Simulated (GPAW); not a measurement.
# Collinear magnetic orders of free-standing square Ti monolayer, spacing 2.74 A with GPAW, part 2 of 2

A self-consistent run ends on one state, which hangs on the start. Several orders of free-standing square Ti monolayer, spacing 2.74 A are started in GPAW and their energies compared.

GPAW 26.7.0; PBE; plane waves with GPAW's PAW setups, scalar-relativistic.

So far. Step 2 (Run 1 (ferro +)): After 17 cycles the largest moment stands at 0.936 μB. Step 3 (Order 2, typed as antiferro q=(1/2,1/2,0) +-): It lies 42.7 meV a seeded atom over the first start.

## 4. Run 3 (antiferro q=(0,1/2,0) +-)

Reversing part of the moments tests the sign of the couplings between them.

The cell is doubled to 2 atoms to hold this order. Its mesh is chosen so that both cells sample the same points.

Contents of order3.py:

```python
import json
import numpy as np
from ase import Atoms
from ase.parallel import paropen, parprint
from gpaw import GPAW

atoms = Atoms(['Ti', 'Ti'],
    cell=[[2.74, 0.0, 0.0],
         [0.0, 5.48, 0.0],
         [0.0, 0.0, 14.0]],
    scaled_positions=[[0.0, 0.0, 0.5],
         [0.0, 0.5, 0.5]],
    pbc=True,
    magmoms=[1.0, -1.0])
atoms.calc = GPAW(mode={'name': 'pw', 'ecut': 550},
    xc='PBE',
    kpts={'size': (10, 5, 1), 'gamma': True},
    occupations={'name': 'fermi-dirac', 'width': 0.1},
    convergence={'density': 1e-05, 'energy': 1e-05},
    maxiter=200,
    symmetry={'tolerance': 1e-4},
    txt='order3.txt')
e = atoms.get_potential_energy(force_consistent=True)
res = {'free_energy': e, 'energy_sigma0': atoms.get_potential_energy(), 'fermi_energy': atoms.calc.get_fermi_level()}
res['moments'] = atoms.get_magnetic_moments().tolist()
res['total'] = atoms.get_magnetic_moment()
parprint('site moments (muB):', np.round(res['moments'], 3))
parprint(f"total moment: {res['total']:.3f} muB")
parprint(f'free energy: {e:.6f} eV')
atoms.calc.write('order3.gpw')
with paropen('results.json', 'w') as f:
    json.dump(res, f)
```

On the command line:

```bash
$ OMP_NUM_THREADS=1 python3 order3.py > order3.log
```

What it wrote:

```text
site moments (muB): [ 0.654 -0.654]
total moment: 0.000 muB
free energy: -8.959006 eV

--- order3.txt ---
Input parameters:
  mode=PW(ecut=550),
  convergence={'density': 1e-05, 'energy': 1e-05},
  kpts=MonkhorstPack(size=(10, 5, 1), gamma=True),
  maxiter=200,
  occupations=Occupations(name='fermi-dirac', width=0.1),
  symmetry=Symmetry(tolerance=0.0001),
  xc=XC(name='PBE')

Diagonalizing LCAO Hamiltonian
[...]
|          7 |       -34.209 |     1.000 |       -34.209 |     1.000 |
|          8 |        -5.684 |     1.000 |        -5.684 |     1.000 |
[...]
|         15 |        -0.594 |     0.000 |        -0.594 |     0.000 |
|         16 |         0.000 |     0.000 |         0.000 |     0.000 |
|         17 |         0.018 |     0.000 |         0.018 |     0.000 |
|         18 |         0.494 |     0.000 |         0.494 |     0.000 |

No gap
No difference between direct/indirect transitions


[key lines of the parts left out:]
Free energy:      -8.959006
Converged in 22 steps
dipole moment: (-17.355865, -17.355866, 0.000001)  # |e|*Ang
Fermi level: -1.828
```

Run time: 77 s. Hardware: 1 MPI rank of Intel Xeon Platinum 8488C (Sapphire Rapids), shared host; peak memory 0.3 GiB.

Spin moment in the augmentation sphere by atom:

```tsv
atom	spin moment in the augmentation sphere (μB)
Ti1	0.654
Ti2	-0.654
```

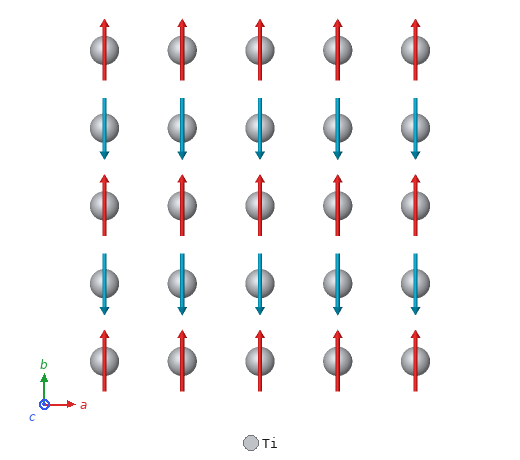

Spin moment in the augmentation sphere as arrows, the longest 0.654 μB. Up and down stand for the sign. Arrows give size and sign along the axis of quantisation, drawn up and down the page. The two directions have two colours. 4×2×1 cells are drawn. Some periodic images of atoms are drawn too.

This step gave:

| Item | Value |
| --- | --- |
| magnetization | 0 μB |
| final state | antiferromagnetic |

It lies 27.2 meV a seeded atom over the first start, and its largest moment is 0.654 μB against 0.936 μB.

## 5. Order 4, typed as no spin polarisation

A run without seeds gives the energy of the state without moments.

Contents of nospin.py:

```python
import json
import numpy as np
from ase import Atoms
from ase.parallel import paropen, parprint
from gpaw import GPAW

atoms = Atoms(['Ti'],
    cell=[[2.74, 0.0, 0.0],
         [0.0, 2.74, 0.0],
         [0.0, 0.0, 14.0]],
    scaled_positions=[[0.0, 0.0, 0.5]],
    pbc=True)
atoms.calc = GPAW(mode={'name': 'pw', 'ecut': 550},
    xc='PBE',
    kpts={'size': (10, 10, 1), 'gamma': True},
    occupations={'name': 'fermi-dirac', 'width': 0.1},
    convergence={'density': 1e-05, 'energy': 1e-05},
    maxiter=200,
    symmetry={'tolerance': 1e-4},
    txt='nospin.txt')
e = atoms.get_potential_energy(force_consistent=True)
res = {'free_energy': e, 'energy_sigma0': atoms.get_potential_energy(), 'fermi_energy': atoms.calc.get_fermi_level()}
parprint(f'free energy: {e:.6f} eV')
atoms.calc.write('nospin.gpw')
with paropen('results.json', 'w') as f:
    json.dump(res, f)
```

On the command line:

```bash
$ OMP_NUM_THREADS=1 python3 nospin.py > nospin.log
```

What it wrote:

```text
free energy: -4.463917 eV

--- nospin.txt ---
Input parameters:
  mode=PW(ecut=550),
  convergence={'density': 1e-05, 'energy': 1e-05},
  kpts=MonkhorstPack(size=(10, 10, 1), gamma=True),
  maxiter=200,
  occupations=Occupations(name='fermi-dirac', width=0.1),
  symmetry=Symmetry(tolerance=0.0001),
  xc=XC(name='PBE')

Diagonalizing LCAO Hamiltonian
Converting LCAO to pw mode
   .------.
  /|      |
 * |      |
[...]
|------------|---------------|-----------|
|          0 |       -58.827 |     2.000 |
|          1 |       -35.311 |     2.000 |
|          2 |       -34.662 |     2.000 |
|          3 |       -34.662 |     2.000 |
|          4 |        -5.660 |     2.000 |
[...]
|          8 |         0.431 |     0.000 |
|          9 |         0.431 |     0.000 |
|         10 |         1.495 |     0.000 |
|         11 |         1.782 |     0.000 |

No gap
No difference between direct/indirect transitions


[key lines of the parts left out:]
Free energy:      -4.463917
Converged in 13 steps
dipole moment: (-8.682481, -8.682481, 0.000000)  # |e|*Ang
Fermi level: -1.822
```

The job ended after 9.7 s (1 MPI rank; peak memory 0.17 GiB).

This step gave:

```
final state : non-magnetic (no spin polarisation)
```

It lies 42.8 meV a seeded atom over the first start.

## 6. Ranking

These are free energies at a smearing of 0.1 eV, so its entropy term is in the differences. They are divided by the number of seeded atoms, so that cells of unlike size compare. Wavevectors q in the names are fractions of the reciprocal vectors of the first run's cell.

Orders:

```tsv
start	final state	typed order kept	energy over the lowest (meV a seeded atom)	largest site moment (μB)	net moment (μB a primitive cell)	mesh matched	CPU time (s)
ferro +	ferromagnetic	yes	0	0.936	1.689	yes	21.56
antiferro q=(1/2,1/2,0) +-	non-magnetic	no	42.69	5.28e-4	3.78e-4	yes	153.7
antiferro q=(0,1/2,0) +-	antiferromagnetic	yes	27.2	0.6538	0	yes	77.13
no spin polarisation	non-magnetic	-	42.79	0	0	yes	9.64
```

## 7. Summary of results

```json
{
 "lowest state found": "ferromagnetic (typed ferro +)",
 "largest site moment": "0.936 μB",
 "next state": "antiferromagnetic, 27.2 meV a seeded atom higher",
 "energy gained by spin polarisation": "42.8 meV a seeded atom"
}
```

**Reading.** The lowest state found is ferromagnetic, reached from the start ferro +, with moments up to 0.936 μB. The next state costs 27 meV a seeded atom. 1 start left the typed pattern (a sign turned or a seeded moment died), so such an energy belongs to the state reached, not the one typed. Only 4 starts are shown; other collinear patterns, canted and longer-period orders are not.

[Logs and program files are shortened in this print: banners, set-up blocks, solver, clock and traceback lines can be left out without a mark of their own.]

[Logs are printed without paths, hosts, clocks, repeated set-up lines and the standing remarks that a program may print on its own settings, such as how far it seeks lower states.]

[Hosts, paths, dates, database ids (printed as entryN), source tags and the programs' standing remarks are cut or masked in the printed files.]

[Where a cell is said to come from a database of computed structures, the database is the Materials Project.]
